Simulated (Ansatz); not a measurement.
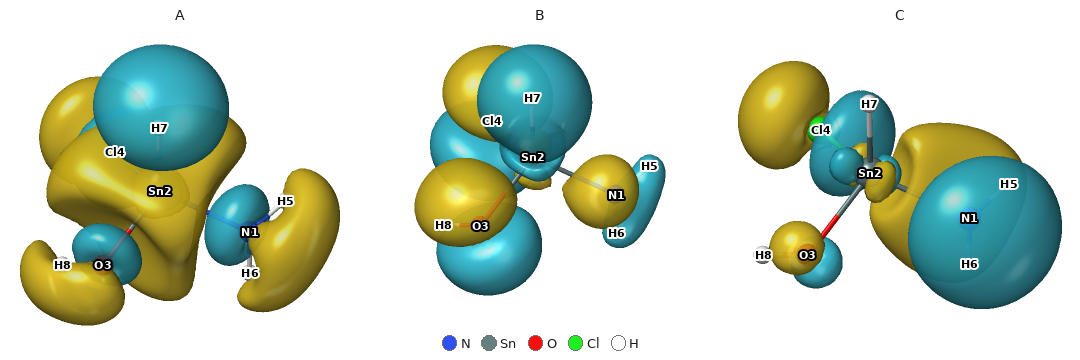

Figure 1: ClH4NOSn. Three frontier orbitals at ±0.06 Å⁻³ᐟ² (yellow and cyan are the two phases), in no order.

Geometry: PBE0-D4/def2-TZVP; core potentials replace the inner electrons of Sn.

The calculation used RKS PBE0-D4/def2-TZVPP (Ansatz 0.2.0).

```csv
atom,x (Å),y (Å),z (Å)
N,-0.4337,1.5022,0.2329
Sn,0.1917,-0.3881,0.3798
O,1.4857,-0.5649,-1.0657
Cl,-1.4548,-1.9786,-0.1241
H,-1.1805,1.7544,0.8667
H,-0.7071,1.7580,-0.7073
H,0.8149,-0.7538,1.9138
H,1.3760,-1.3863,-1.5518
```

Q: Order the three orbitals by energy and name them.

A: B is the HOMO−1 (−8.85 eV). Its weight (Hirshfeld) is mainly on O3 (about 40 %), Cl4 (about 30 %), Sn2 (about 10 %) and H7 (about 10 %). C is the HOMO (−7.97 eV). Its weight (Hirshfeld) is mainly on N1 (about 65 %), Cl4 (about 10 %) and Sn2 (about 10 %); largely a lone pair of N1. A is the LUMO (−0.96 eV). By Hirshfeld shares it lies mainly on Sn2 (about 40 %), Cl4 (about 20 %), H7 (about 15 %), N1 (about 10 %) and O3 (about 10 %).

Q: What is the HOMO–LUMO gap?

A: 7.01 eV between the orbital energies.
